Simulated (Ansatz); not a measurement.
**SiH$_{3}$OF$_{3}$: geometry relaxation (part 1 of 2)**

- system: SiH$_{3}$OF$_{3}$
- method: RKS B3LYP/def2-SVP (Ansatz 0.2.0)

It belongs to a series of runs on one base structure; here: end point A relaxed. Figures and captions count atoms from 1; the log counts them from 0 in places.

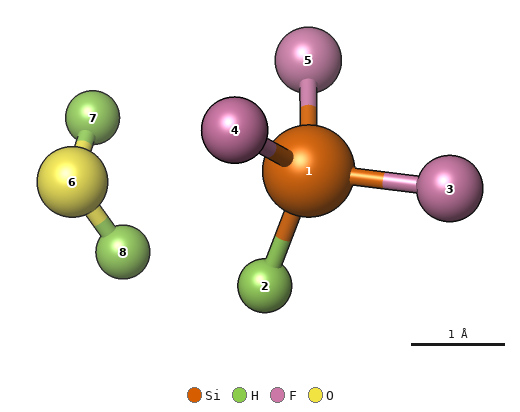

The input geometry (ball-and-stick view, seen at a tilt; atoms are numbered from 1 in the order of the input). Bond lengths as drawn: F–Si 1.60 to 1.61 Å, H–O 0.97 to 0.99 Å and H–Si 1.46 Å.

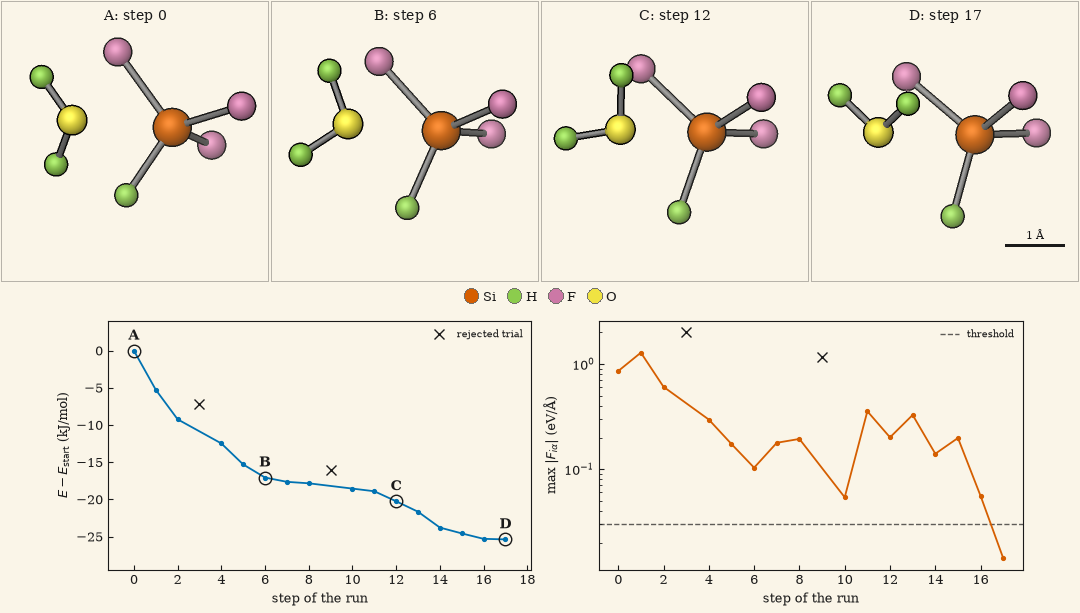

Frames of the relaxation (ball-and-stick view, seen at a tilt) above the curves, on which the letters mark them (the first geometry is step 0 here and step 1 in the log).

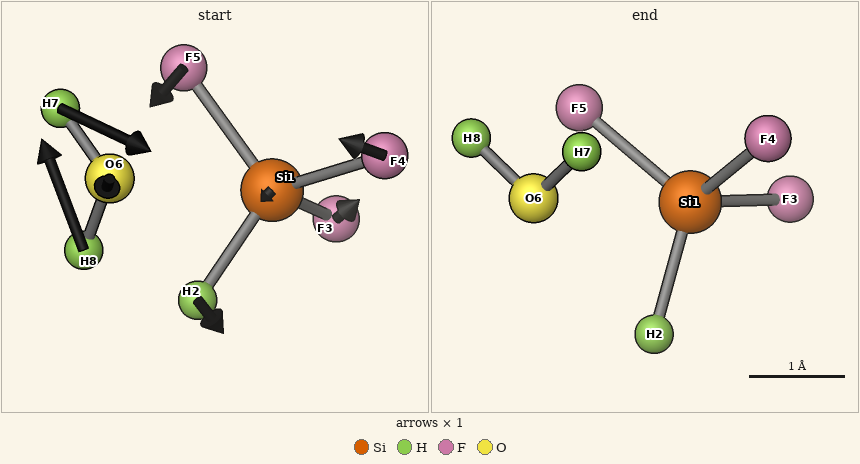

Before (left) and after (right) the relaxation, at one scale (ball-and-stick view, seen at a tilt). The black arrows give the displacements, at true length. After 17 geometry steps the energy has fallen by 25.4 kJ/mol. The largest force component goes from 0.86 to 0.014 eV/Å. The line search rejected the trial steps at points 3, 9 (counted from 0) and went back. The largest move after the best rigid fit is that of H8, 1.27 Å. By element the largest moves are H 1.27 Å, F 0.62 Å, O 0.43 Å, Si 0.18 Å. Distances before and after: Si1–F4 1.599 → 1.616 Å, O6–H8 0.985 → 0.969 Å, Si1–F3 1.606 → 1.615 Å, Si1–F5 1.609 → 1.616 Å. Among the angles that change: H2–Si1–F5 111.4° → 115.9°, F3–Si1–F4 106.7° → 103.3°, F3–Si1–F5 105.9° → 103.4°. (Atoms are counted from 1 in the order of the input.)

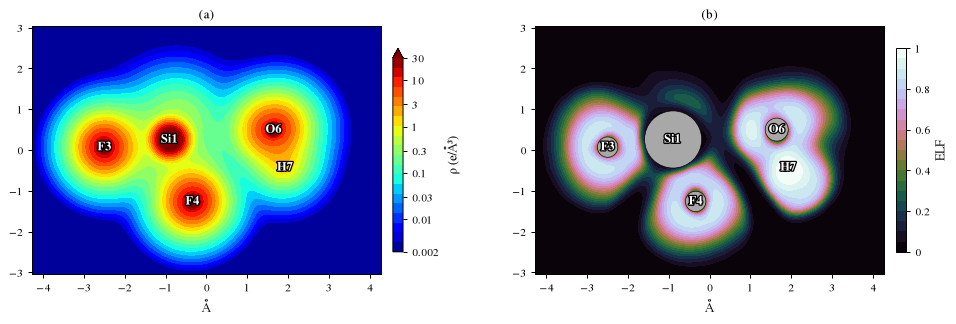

(a) total electron density; (b) ELF on the plane of atoms F3, Si1 and F4. Grey discs, where drawn, cover atomic cores. The section cuts through Si, F, O and H sites. Si1···O6 (2.55 Å): ρ at the midpoint is about 0.17 e/Å³; the ELF is only about 0.15 between them. Si–F (1.61 Å): ρ at the midpoint is about 1 e/Å³; the ELF peaks at about 0.85 between the atoms. O–H (0.97 Å): ρ at the midpoint is about 3.7 e/Å³, with its minimum of 2.3 e/Å³ about 0.8 Å from O; the ELF climbs to about 1 towards the hydrogen, as it does in any bond to H (a covalent bond by its length).

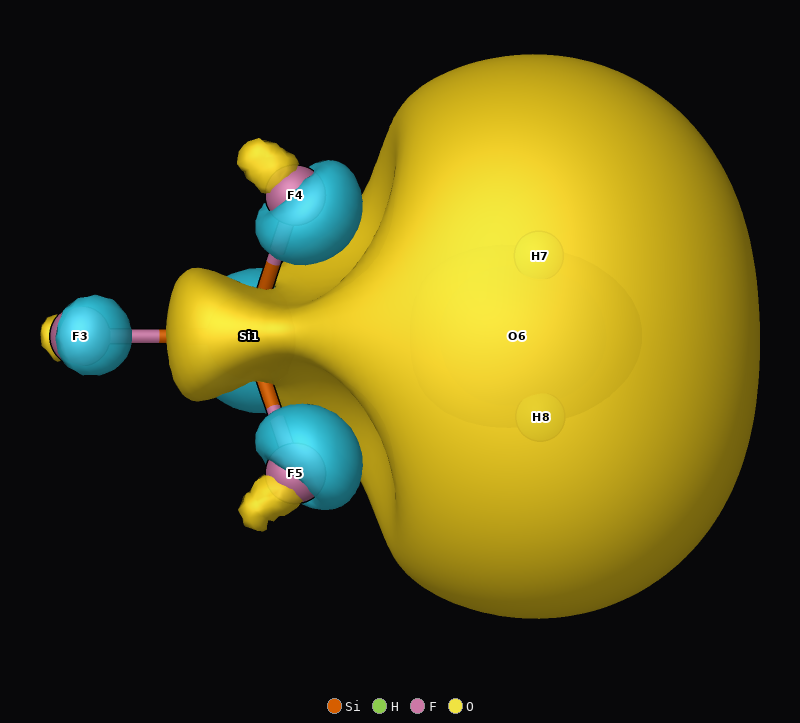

One frontier orbital at ±0.06 Å⁻³ᐟ² (yellow and cyan are the two phases), seen face on. The LUMO, at 0.69 eV. It lies mainly on H7 (30 %), H8 (30 %), O6 (25 %) and Si1 (10 %).

The input and output of the run follow.

## Input
```yaml
crystal:
  periodic: [false, false, false]
  atoms:
    - { symbol: Si, position_ang: [0.249997, 0.100938, -0.110139] }
    - { symbol: H, position_ang: [0.090714, 0.092634, 1.342919] }
    - { symbol: F, position_ang: [1.807566, -0.070834, -0.46219] }
    - { symbol: F, position_ang: [-0.232419, 1.454992, -0.809899] }
    - { symbol: F, position_ang: [-0.497144, -1.152199, -0.789349] }
    - { symbol: O, position_ang: [-2.36842, 0.019236, 1.078016] }
    - { symbol: H, position_ang: [-2.610672, -0.811382, 0.638516] }
    - { symbol: H, position_ang: [-1.701623, -0.263086, 1.746025] }
basis:
  gaussian: { orbitals: def2-SVP }
hamiltonian:
  xc: b3lyp
relax:
  f_tol: 0.03
  max_steps: 50
output:
  orbitals: {}
```

Run as:
```bash
ansatz run input.yaml --threads 2 --pin off --max-ram 3072MiB --backend cpu --events-out ev --progress --plain --runs-dir out
```

## Log
```
The last accepted step is kept in [file] (removed where the run ends without a failure and the disk answers)
Engine: ansatz 0.2.0, aarch64-unknown-linux-gnu
Functional definition: B3LYP
  parameter a0 = 0.2
  parameter ax = 0.72
  parameter ac = 0.81
  exchange = (1 - a0 - ax)*slater_x + ax*b88_x + a0*exact_x
  correlation = (1 - ac)*vwn_rpa_c + ac*lyp_c
885 factors; integrals over basis functions are off by at most 6.5e-4 eV
mean field evaluation 1: about -18111.7435 eV, gradient 6.7e1 eV
mean field evaluation 2: about -18101.2452 eV, gradient 1.0e2 eV
mean field evaluation 4: about -18118.8095 eV, gradient 2.5e0 eV
mean field evaluation 8: about -18118.8310 eV, gradient 6.4e-2 eV
mean field -18118.83097881 eV, -665.8547570865 hartree, gradient 3.4e-5 eV, S^2 0.000000; 0 other end points of the search recorded, 0 dependent functions left out
the calculation of the forces begins
reference -18118.83117981 eV, -665.8547644731 hartree; 26, 26 occupied and 63, 63 virtual orbitals, 885 factors
relax step   1: F+E_penalty+E_count = -18118.83097881 eV  Δ(F+E_penalty+E_count) = +0.000e0 eV  max|allowed force component| = 8.580e-1 eV/Å  Δτ_max = 0.0000 Å  (24 SCF iters, accepted)
these checks for a lower state are left out or cut short: starts, cluster_reference, orbital_swaps, neighbouring_geometries, increment
885 factors; integrals over basis functions are off by at most 6.7e-4 eV
mean field evaluation 16: about -18118.5799 eV, gradient 9.7e0 eV
mean field -18118.88541513 eV, -665.8567575845 hartree, gradient 2.2e-5 eV, S^2 0.000000; 0 other end points of the search recorded, 0 dependent functions left out
[... from here on the field's lines of each further geometry are left out, up to the last ...]
relax step   2: F+E_penalty+E_count = -18118.88541513 eV  Δ(F+E_penalty+E_count) = -5.444e-2 eV  max|allowed force component| = 1.284e0 eV/Å  Δτ_max = 0.1973 Å  (26 SCF iters, accepted)
relax step   3: F+E_penalty+E_count = -18118.92659579 eV  Δ(F+E_penalty+E_count) = -4.118e-2 eV  max|allowed force component| = 6.076e-1 eV/Å  Δτ_max = 0.1220 Å  (25 SCF iters, accepted)
relax step   4: F+E_penalty+E_count = -18118.90484840 eV  Δ(F+E_penalty+E_count) = +2.175e-2 eV  max|allowed force component| = 2.027e0 eV/Å  Δτ_max = 0.1955 Å  (29 SCF iters, rejected (line search))
relax step   5: F+E_penalty+E_count = -18118.96019534 eV  Δ(F+E_penalty+E_count) = -3.360e-2 eV  max|allowed force component| = 2.964e-1 eV/Å  Δτ_max = 0.0977 Å  (26 SCF iters, accepted)
relax step   6: F+E_penalty+E_count = -18118.98947344 eV  Δ(F+E_penalty+E_count) = -2.928e-2 eV  max|allowed force component| = 1.735e-1 eV/Å  Δτ_max = 0.1000 Å  (26 SCF iters, accepted)
relax step   7: F+E_penalty+E_count = -18119.00773990 eV  Δ(F+E_penalty+E_count) = -1.827e-2 eV  max|allowed force component| = 1.033e-1 eV/Å  Δτ_max = 0.1500 Å  (26 SCF iters, accepted)
relax step   8: F+E_penalty+E_count = -18119.01370262 eV  Δ(F+E_penalty+E_count) = -5.963e-3 eV  max|allowed force component| = 1.782e-1 eV/Å  Δτ_max = 0.1256 Å  (25 SCF iters, accepted)
relax step   9: F+E_penalty+E_count = -18119.01574888 eV  Δ(F+E_penalty+E_count) = -2.046e-3 eV  max|allowed force component| = 1.939e-1 eV/Å  Δτ_max = 0.0396 Å  (23 SCF iters, accepted)
relax step  10: F+E_penalty+E_count = -18118.99781859 eV  Δ(F+E_penalty+E_count) = +1.793e-2 eV  max|allowed force component| = 1.162e0 eV/Å  Δτ_max = 0.1950 Å  (26 SCF iters, rejected (line search))
relax step  11: F+E_penalty+E_count = -18119.02312385 eV  Δ(F+E_penalty+E_count) = -7.375e-3 eV  max|allowed force component| = 5.397e-2 eV/Å  Δτ_max = 0.0975 Å  (23 SCF iters, accepted)
relax step  12: F+E_penalty+E_count = -18119.02683105 eV  Δ(F+E_penalty+E_count) = -3.707e-3 eV  max|allowed force component| = 3.556e-1 eV/Å  Δτ_max = 0.0976 Å  (23 SCF iters, accepted)
relax step  13: F+E_penalty+E_count = -18119.04082159 eV  Δ(F+E_penalty+E_count) = -1.399e-2 eV  max|allowed force component| = 2.007e-1 eV/Å  Δτ_max = 0.1499 Å  (26 SCF iters, accepted)
relax step  14: F+E_penalty+E_count = -18119.05536741 eV  Δ(F+E_penalty+E_count) = -1.455e-2 eV  max|allowed force component| = 3.280e-1 eV/Å  Δτ_max = 0.2000 Å  (26 SCF iters, accepted)
relax step  15: F+E_penalty+E_count = -18119.07741731 eV  Δ(F+E_penalty+E_count) = -2.205e-2 eV  max|allowed force component| = 1.402e-1 eV/Å  Δτ_max = 0.2000 Å  (26 SCF iters, accepted)
relax step  16: F+E_penalty+E_count = -18119.08554912 eV  Δ(F+E_penalty+E_count) = -8.132e-3 eV  max|allowed force component| = 1.980e-1 eV/Å  Δτ_max = 0.2000 Å  (26 SCF iters, accepted)
relax step  17: F+E_penalty+E_count = -18119.09313761 eV  Δ(F+E_penalty+E_count) = -7.588e-3 eV  max|allowed force component| = 5.559e-2 eV/Å  Δτ_max = 0.0890 Å  (23 SCF iters, accepted)
the calculation of the forces begins
reference -18119.09410061 eV, -665.8644266343 hartree; 26, 26 occupied and 63, 63 virtual orbitals, 886 factors
relax step  18: F+E_penalty+E_count = -18119.09389850 eV  Δ(F+E_penalty+E_count) = -7.609e-4 eV  max|allowed force component| = 1.420e-2 eV/Å  Δτ_max = 0.0353 Å  (23 SCF iters, accepted)
886 factors; integrals over basis functions are off by at most 5.5e-4 eV
mean field evaluation 128: about -18119.0672 eV, gradient 2.6e0 eV
mean field -18119.09389850 eV, -665.8644192068 hartree, gradient 7.3e-5 eV, S^2 0.000000; 1 other end points of the search recorded, 0 dependent functions left out
the calculation of the forces begins
reference -18119.09410061 eV, -665.8644266343 hartree; 26, 26 occupied and 63, 63 virtual orbitals, 886 factors
Total energy: -18119.09410061 eV, -665.8644266343 hartree
Atom 0 at     0.254294     0.020908     0.029782 Å, force    -0.000081    -0.002555    -0.014202 eV/Å
Atom 1 at     0.558922     0.442082     1.392527 Å, force     0.000800     0.003261     0.007275 eV/Å
Atom 2 at     1.646930     0.074412    -0.785980 Å, force    -0.000680     0.000646     0.005994 eV/Å
Atom 3 at    -0.711696     1.001948    -0.816380 Å, force    -0.001936    -0.006802     0.001322 eV/Å
Atom 4 at    -0.223268    -1.512818    -0.145890 Å, force    -0.003192     0.003707    -0.000526 eV/Å
Atom 5 at    -1.988713    -0.087491     1.241222 Å, force     0.000235    -0.001012    -0.000104 eV/Å
Atom 6 at    -2.543615     0.435440     0.643357 Å, force     0.001791     0.004079     0.002542 eV/Å
Atom 7 at    -2.254856    -1.004181     1.075261 Å, force     0.003063    -0.001324    -0.002301 eV/Å
Dipole moment:    -0.519194    -0.049941     0.229814 e Å
```
